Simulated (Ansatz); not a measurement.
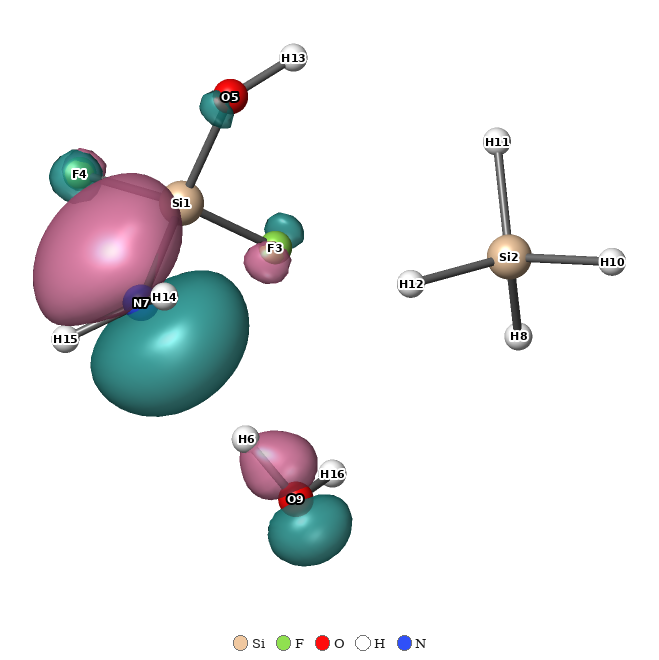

F2H3NOSi···SiH4···H2O. The HOMO−1 at ±0.15 Å⁻³ᐟ² (teal and pink are the two phases), seen across its widest extent.

The product side of a reaction path; geometry: PBE0-D4/def2-TZVP.

Level of theory: RKS PBE0-D4/def2-TZVPP (Ansatz).

```xyz
16

Si   -1.2098    1.2892   -0.0353
Si    1.4816   -1.4154   -1.4296
F    -1.4843   -0.2203   -0.4547
F    -2.6492    1.9261    0.1073
O    -0.3173    1.9820   -1.1880
H    -0.1486   -0.6492    1.9685
N    -0.4199    1.3942    1.4538
H     0.6156   -2.5366   -0.9954
O    -0.0118   -1.5857    2.1661
H     2.8104   -1.9319   -1.8433
H     0.8541   -0.7318   -2.5934
H     1.6514   -0.4352   -0.3302
H    -0.2952    1.5822   -2.0591
H     0.5510    1.6625    1.4767
H    -0.9172    1.7177    2.2680
H    -0.5106   -2.0476    1.4886
```

**Describe this orbital and give its energy.**

It lies mainly on N7 (about 65 %), Si1 (about 10 %) and O9 (about 10 %). Its energy is −8.84 eV.
